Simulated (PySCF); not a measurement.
## Electronic structure of C6H11NSi in real space

Input file:

```
{"job": {"xc": "WP04", "basis": "pcSseg-1", "solvent": "water", "kind": "nmr", "pop": true}, "charge": 0, "multiplicity": 1}
N      3.491122    -1.266206    -0.712993
C      2.524590    -0.696673    -0.489572
C      1.284140    -0.004609    -0.229318
C      0.628269    -0.600883     1.025337
C     -0.553880     0.226129     1.525766
C     -1.753533     0.167204     0.580513
Si    -1.272893     0.762217    -1.159241
C      0.390037    -0.109174    -1.471756
H      1.525986     1.048925    -0.038796
H      1.380751    -0.662896     1.816764
H      0.295916    -1.618621     0.804847
H     -0.237828     1.264767     1.654107
H     -0.846158    -0.148831     2.510753
H     -2.117653    -0.861390     0.538163
H     -2.566424     0.764866     0.993787
H     -2.259649     0.373095    -2.167725
H     -1.066373     2.216635    -1.158374
H      0.231445    -1.164861    -1.701529
H      0.912330     0.319555    -2.328193
```

Command:

```sh
OMP_NUM_THREADS=1 python ens_run.py task.json out
```

Geometry: GFN2-xTB.

These are results of WP04/pcSseg-1, SCF density, in a water solvent model, non-relativistic (PySCF), not measurements.

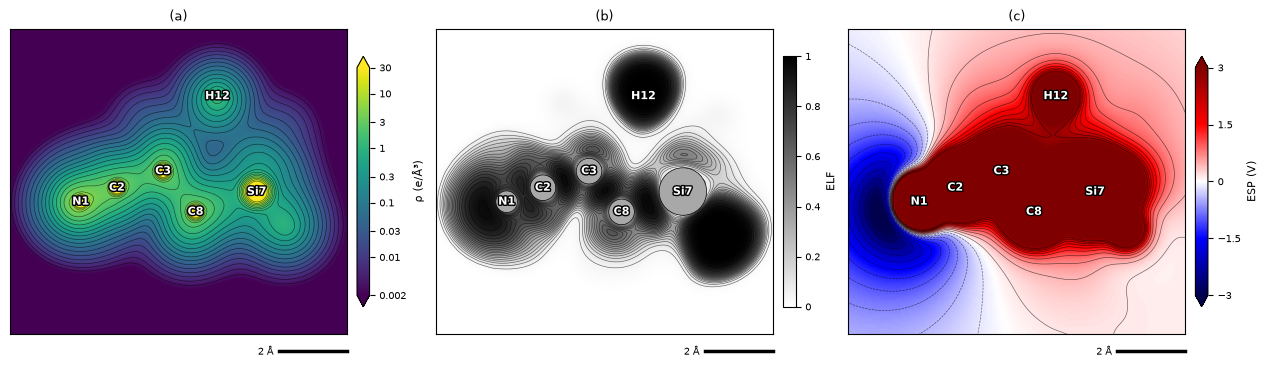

Figure 1. (a) electron density; (b) electron localisation function; (c) molecular electrostatic potential on the plane of atoms C2, C3 and C8. Grey discs cover the atomic cores in the ELF map.

Describe what can be read from this map.

- Atoms in the plane: N, C, Si and H.
- C–N (1.14 Å): ρ is about 3.6 e/Å³ halfway; the ELF peaks at about 0.85 between the atoms (a multiple bond).
- C–C (1.44 Å): the density is about 1.9 e/Å³ at the midpoint; the ELF peaks at about 0.95 between the atoms: a covalent bond.
- C–Si (1.90 Å): ρ is about 0.93 e/Å³ halfway; the ELF peaks at about 0.95 between the atoms: localised, covalent bonding.
- C–C (1.53 Å): ρ at the midpoint is about 1.6 e/Å³; the ELF peaks at about 0.95 between the atoms, as expected for localised, covalent bonding.
- The ELF also peaks beside N1, away from the bonds: lone-pair regions.
- Outside the dense part of the molecule the potential is most negative (−3.2 V) near N1.

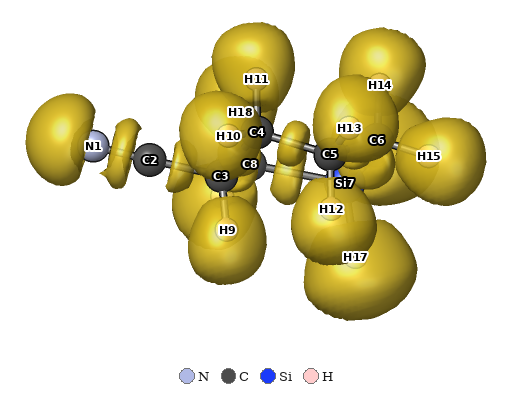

Figure 2. Isosurface of the ELF at 0.8 (yellow), seen from one side. Only the valence region is drawn (cores and ρ < 0.01 e/Å³ removed).

Where are the electrons localised?

The surface consists of five regions between bonded C–C atoms (shared pairs), one region between bonded C–N atoms (shared pairs), two regions between bonded C–Si atoms (shared pairs), eleven regions around hydrogen nuclei and one lobe on N, pointing away from the bonds (lone pairs).

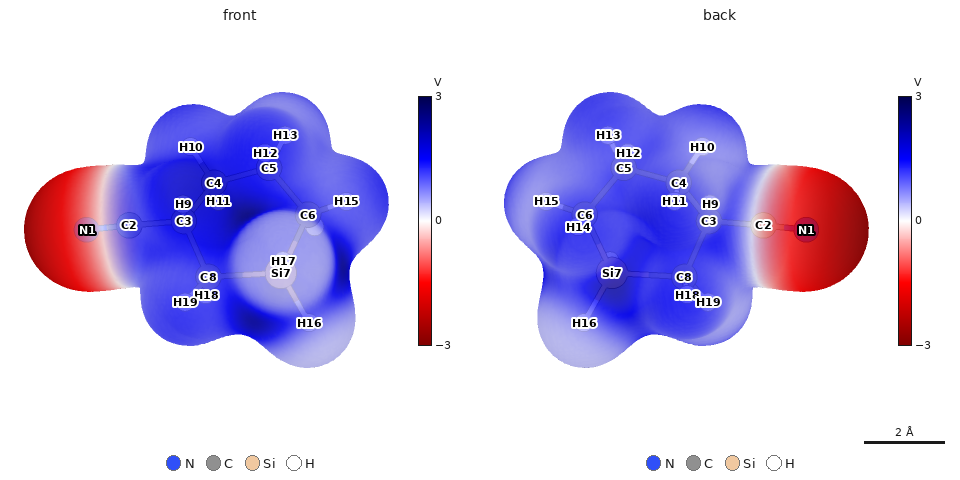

Figure 3. The molecular electrostatic potential painted on the density surface at 0.004 e/bohr³, seen from the front and from behind; red is negative and blue positive.

Where is the surface potential most negative and most positive?

The most negative region (about −2.8 V) lies over N1, the most positive (about +2.4 V) over Si7. N1 is the likeliest acceptor of a hydrogen bond.

What dipole moment does the calculation give?

Its dipole moment is 5.37 D.
